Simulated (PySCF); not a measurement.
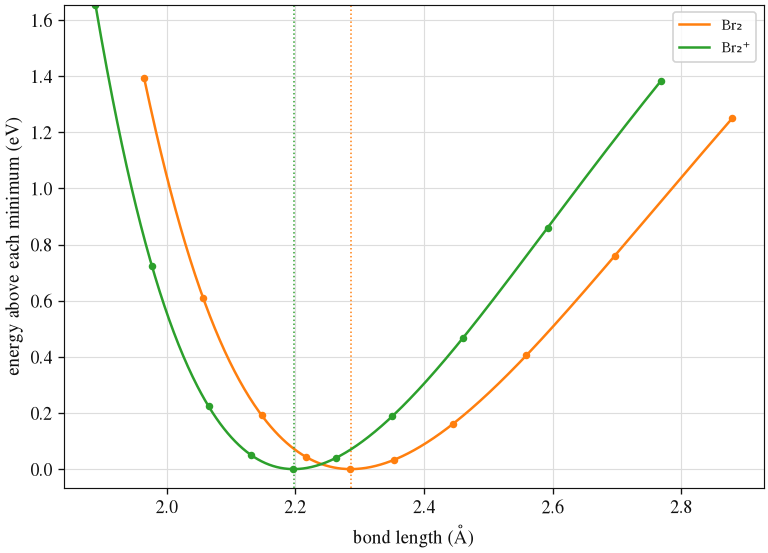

Bond curves of Br₂, singlet and Br₂⁺, doublet (excess alpha electrons: πx +1), each counted from its own minimum; dotted lines mark the fitted bond lengths. SCS-MP2/def2-TZVPPD in PySCF 2.14.0, on the lowest solution that a PBE0 search found for each, one reference determinant (RHF and UHF) with the occupation held, inner shells frozen, no spin-orbit coupling.

**What does removing an electron do to the bond?**

re goes from 2.286 to 2.197 Å (−0.089 Å) and ωe from 333 to 376 cm⁻¹ (+13 %). The electron leaves a π orbital, which by this response is antibonding in effect.

**And the dissociation energies?**

De is 2.11 eV for Br₂ and 3.14 eV for Br₂⁺, each to its own lowest fragments (Br + Br; Br⁺ + Br) in their ground configurations, without counterpoise.

Caveats, for all or some of the runs: lowest determinant of a PBE0 search, another state may lie lower; no scalar relativity; spin-orbit coupling is left out; it can lower the fragment Br more than the molecule, and De with it; spin-orbit coupling is left out; it can lower the fragments Br⁺ and Br more than the molecule, and De with it.
